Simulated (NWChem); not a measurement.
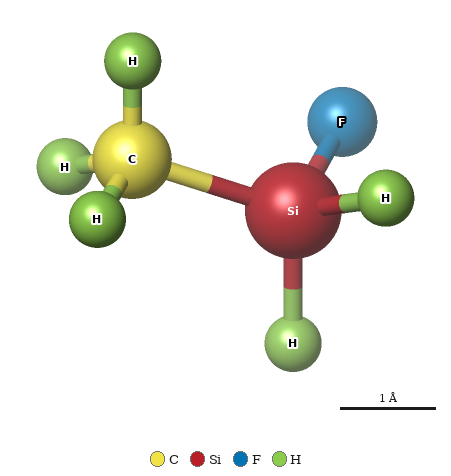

**Figure 1.** The input geometry (ball-and-stick view, seen at a tilt).

# Run report: CH5FSi, single-point calculation (part 1 of 2)

System: CH5FSi, multiplicity 3.
Method: B2PLYP/6-311+G**, UKS (NWChem 7.3.0).

The geometry is that of the parent species in another charge or spin state. The geometry comes from this level: PBE0-D4/def2-TZVP.

The input
```
echo
START geom
memory 2200 mb
charge 0

GEOMETRY units angstroms noautosym nocenter noautoz
  C    -0.521400    0.700300   -0.437000
  Si    0.448400   -0.642000    0.395200
  F     1.946500   -0.649600   -0.178800
  H    -0.562400    0.542500   -1.517100
  H    -1.546700    0.713200   -0.056500
  H    -0.077200    1.680300   -0.248400
  H     0.538700   -0.420800    1.860700
  H    -0.133700   -1.981200    0.126000
END

BASIS spherical bse
  * library 6-311+G**
END

DFT
  xc hfexch 0.53 becke88 0.47 lyp 0.73 mp2 0.27
  dftmp2 semidirect
  mult 3
  grid fine
  convergence energy 1e-08
  maxiter 100
  mulliken
  noprint "final vectors analysis"
END

MP2
  freeze core 7
END

TASK dft energy
```

Machine: 1 thread of Intel Xeon (Sapphire Rapids), 16 GiB of memory available, shared host.

Run as:
```bash
nwchem geom.nw > geom.out
```

The program's output
```
============================== echo of input deck ==============================
echo
START geom
memory 2200 mb
charge 0

GEOMETRY units angstroms noautosym nocenter noautoz
  C    -0.521400    0.700300   -0.437000
  Si    0.448400   -0.642000    0.395200
  F     1.946500   -0.649600   -0.178800
  H    -0.562400    0.542500   -1.517100
  H    -1.546700    0.713200   -0.056500
  H    -0.077200    1.680300   -0.248400
  H     0.538700   -0.420800    1.860700
  H    -0.133700   -1.981200    0.126000
END

BASIS spherical bse
  * library 6-311+G**
END

DFT
  xc hfexch 0.53 becke88 0.47 lyp 0.73 mp2 0.27
  dftmp2 semidirect
  mult 3
  grid fine
  convergence energy 1e-08
  maxiter 100
  mulliken
  noprint "final vectors analysis"
END

MP2
  freeze core 7
END

TASK dft energy
================================================================================

             Northwest Computational Chemistry Package (NWChem) 7.3.0
             --------------------------------------------------------

           Job information
           ---------------

    nwchem branch   = 7.3.0
    use scalapack   = T
    input           = geom.nw
    prefix          = geom.
    data base       = ./geom.db
    status          = startup
    nproc           =        1

           Memory information
           ------------------

    heap     =     72089598 doubles =      550.0 Mbytes
    stack    =     72089595 doubles =      550.0 Mbytes
    global   =    144179200 doubles =     1100.0 Mbytes (distinct from heap & stack)
    total    =    288358393 doubles =     2200.0 Mbytes
    verify   = yes
    hardfail = no

           Directory information
           ---------------------

  0 permanent = .
  0 scratch   = .

                                NWChem Input Module
                                -------------------

 Scaling coordinates for geometry "geometry" by  1.889725989
 (inverse scale =  0.529177249)

                             Geometry "geometry" -> ""
                             -------------------------

 Output coordinates in angstroms (scale by  1.889725989 to convert to a.u.)

  No.       Tag          Charge          X              Y              Z
 ---- ---------------- ---------- -------------- -------------- --------------
    1 C                    6.0000    -0.52140000     0.70030000    -0.43700000
    2 Si                  14.0000     0.44840000    -0.64200000     0.39520000
    3 F                    9.0000     1.94650000    -0.64960000    -0.17880000
    4 H                    1.0000    -0.56240000     0.54250000    -1.51710000
    5 H                    1.0000    -1.54670000     0.71320000    -0.05650000
    6 H                    1.0000    -0.07720000     1.68030000    -0.24840000
    7 H                    1.0000     0.53870000    -0.42080000     1.86070000
    8 H                    1.0000    -0.13370000    -1.98120000     0.12600000

      Atomic Mass
      -----------

      C                 12.000000
      Si                27.976930
      F                 18.998400
      H                  1.007825

 Effective nuclear repulsion energy (a.u.)     115.9591238182

            Nuclear Dipole moment (a.u.)
            ----------------------------
        X                 Y               Z
 ---------------- ---------------- ----------------
    35.6901209107   -19.0835868683     2.7709052171

            XYZ format geometry
            -------------------
     8
 geometry
 C                    -0.52140000     0.70030000    -0.43700000
 Si                    0.44840000    -0.64200000     0.39520000
 F                     1.94650000    -0.64960000    -0.17880000
 H                    -0.56240000     0.54250000    -1.51710000
 H                    -1.54670000     0.71320000    -0.05650000
 H                    -0.07720000     1.68030000    -0.24840000
 H                     0.53870000    -0.42080000     1.86070000
 H                    -0.13370000    -1.98120000     0.12600000

 ==============================================================================
                                internuclear distances
 ------------------------------------------------------------------------------
       center one      |      center two      | atomic units |  angstroms
 ------------------------------------------------------------------------------
    2 Si               |   1 C                |     3.50229  |     1.85333
    3 F                |   2 Si               |     3.03172  |     1.60432
    4 H                |   1 C                |     2.06422  |     1.09234
    5 H                |   1 C                |     2.06680  |     1.09370
    6 H                |   1 C                |     2.06429  |     1.09238
    7 H                |   2 Si               |     2.80596  |     1.48485
    8 H                |   2 Si               |     2.80595  |     1.48485
 ------------------------------------------------------------------------------
                         number of included internuclear distances:          7
 ==============================================================================

 ==============================================================================
                                 internuclear angles
 ------------------------------------------------------------------------------
        center 1       |       center 2       |       center 3       |  degrees
 ------------------------------------------------------------------------------
    2 Si               |   1 C                |   4 H                |   111.04
    2 Si               |   1 C                |   5 H                |   110.05
    2 Si               |   1 C                |   6 H                |   111.07
    4 H                |   1 C                |   5 H                |   108.09
    4 H                |   1 C                |   6 H                |   108.40
    5 H                |   1 C                |   6 H                |   108.09
    1 C                |   2 Si               |   3 F                |   109.35
    1 C                |   2 Si               |   7 H                |   111.54
    1 C                |   2 Si               |   8 H                |   111.51
    3 F                |   2 Si               |   7 H                |   107.28
    3 F                |   2 Si               |   8 H                |   107.27
    7 H                |   2 Si               |   8 H                |   109.70
 ------------------------------------------------------------------------------
                            number of included internuclear angles:         12
 ==============================================================================

 Summary of "ao basis" -> "" (spherical)
 ------------------------------------------------------------------------------
       Tag                 Description            Shells   Functions and Types
 ---------------- ------------------------------  ------  ---------------------
 *                         6-311+G**                  on all atoms

                                 NWChem DFT Module
                                 -----------------

                      Basis "ao basis" -> "ao basis" (spherical)
                      -----
  [basis functions not shown]

 Summary of "ao basis" -> "ao basis" (spherical)
 ------------------------------------------------------------------------------
       Tag                 Description            Shells   Functions and Types
 ---------------- ------------------------------  ------  ---------------------
 C                         6-311+G**                10       22   5s4p1d
 Si                        6-311+G**                14       30   7s6p1d
 F                         6-311+G**                10       22   5s4p1d
 H                         6-311+G**                 4        6   3s1p

 Summary of "ao basis" -> "ao basis" (spherical)
 ------------------------------------------------------------------------------
       Tag                 Description            Shells   Functions and Types
 ---------------- ------------------------------  ------  ---------------------
 C                         6-311+G**                10       22   5s4p1d
 Si                        6-311+G**                14       30   7s6p1d
 F                         6-311+G**                10       22   5s4p1d
 H                         6-311+G**                 4        6   3s1p

  Caching 1-el integrals
  itol2e modified to match energy
  convergence criterion.
  tol_rho modified to match energy
  convergence criterion.

            General Information
            -------------------
          SCF calculation type: DFT
          Wavefunction type:  spin polarized.
          No. of atoms     :     8
          No. of electrons :    34
           Alpha electrons :    18
            Beta electrons :    16
          Charge           :     0
          Spin multiplicity:     3
          Use of symmetry is: off; symmetry adaption is: off
          Maximum number of iterations: 100
          AO basis - number of functions:   104
                     number of shells:    54
          Convergence on energy requested:  1.00D-08
          Convergence on density requested:  1.00D-05
          Convergence on gradient requested:  5.00D-04

              XC Information
              --------------
                     Hartree-Fock (Exact) Exchange  0.530
                    Becke 1988 Exchange Functional  0.470
              Lee-Yang-Parr Correlation Functional  0.730

             Grid Information
             ----------------
          Grid used for XC integration:  fine
          Radial quadrature: Mura-Knowles
          Angular quadrature: Lebedev.
          Tag              B.-S. Rad. Rad. Pts. Rad. Cut. Ang. Pts.
          ---              ---------- --------- --------- ---------
          C                   0.70       70          12.0       590
          Si                  1.10      123          12.0       770
          F                   0.50       70          11.0       590
          H                   0.35       60          11.0       590
          Grid pruning is: on
          Number of quadrature shells:   563
          Spatial weights used:  Erf1

          Convergence Information
          -----------------------
          Convergence aids based upon iterative change in
          total energy or number of iterations.
          Levelshifting, if invoked, occurs when the
          HOMO/LUMO gap drops below (HL_TOL):  1.00D-02
          DIIS, if invoked, will attempt to extrapolate
          using up to (NFOCK): 10 stored Fock matrices.

                    Damping( 0%)  Levelshifting(0.5)       DIIS
                  --------------- ------------------- ---------------
          dE  on:    start            ASAP                start
          dE off:    2 iters        100 iters           100 iters

      Screening Tolerance Information
      -------------------------------
          Density screening/tol_rho:  1.00D-11
          AO Gaussian exp screening on grid/accAOfunc:  18
          CD Gaussian exp screening on grid/accCDfunc:  20
          XC Gaussian exp screening on grid/accXCfunc:  20
          Schwarz screening/accCoul:  1.00D-09

      Superposition of Atomic Density Guess
      -------------------------------------

 Sum of atomic energies:        -428.41279135

      Non-variational initial energy
      ------------------------------

 Total energy =    -429.540573
 1-e energy   =    -822.521768
 2-e energy   =     277.022071
 HOMO         =      -0.397182
 LUMO         =       0.030840

   Time after variat. SCF:      0.4

     ---------------------------------------------
      Total Density - Mulliken Population Analysis
     ---------------------------------------------
```
